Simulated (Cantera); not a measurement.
Input: 1 mol Al(CH₃)₃, 7.3 mol H₂O, 110 mol N₂, equilibrated at 1852 °C.

Cantera equilibrium calculation (NASA polynomials, part measured and part estimated; ideal gas, pure solids and liquids). Candidate condensed phases: Al, AlN, Al₂O₃, C, C₆H₆, C₇H₈, C₈H₁₈, H₂O; 148 gas species. The feed counts by its element totals alone. The tables' values for AlOH are old estimates; treat these amounts as uncertain. Gases not in the tables: Al(OH)₃. Equilibrium is a limit: real reactors are often held back by kinetics, nucleation or transport.

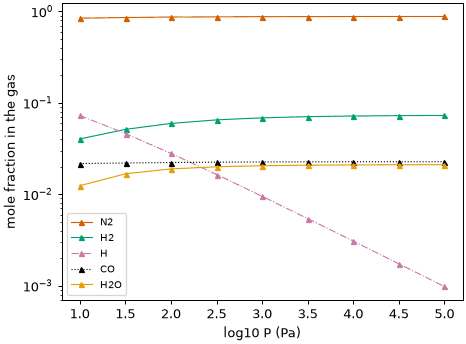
*Equilibrium gas composition (values under 1e-9 drawn at 1e-9)*

From 0.000100 bar to 1.00 bar the condensed part is Al₂O₃(s).
